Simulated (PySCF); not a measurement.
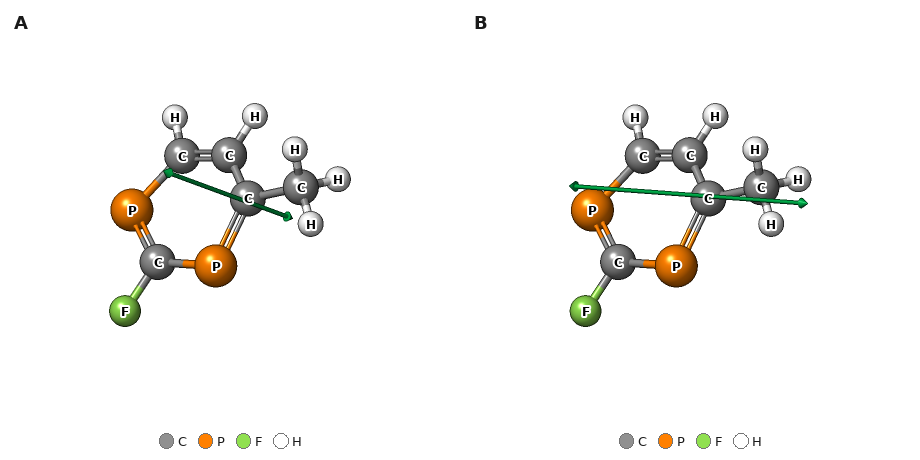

The double arrows show the directions of two transition dipoles from the ground state (lengths mean nothing). Computed geometry: GFN2-xTB optimisation. No frequency run is at hand to confirm it as a minimum. Properties computed with TDDFT CAM-B3LYP/def2-SVPD, vertical, gas phase, core orbitals frozen in the response (PySCF 2.14.0).

Question: One belongs to singlet state 2 and one to singlet state 6. Which is which?

Answer: A: state 2, 4.60 eV (270 nm), oscillator strength 0.020, mainly HOMO−2 → LUMO (weight 0.97).
B: state 6, 5.36 eV (231 nm), oscillator strength 0.38, of mixed character, with the largest part HOMO−1 → LUMO+1 (weight 0.36).

The geometry is semi-empirical. Around P such bond lengths and angles can be off by a tenth of an ångström or more and by several degrees, and values that hang on the shape move with them.
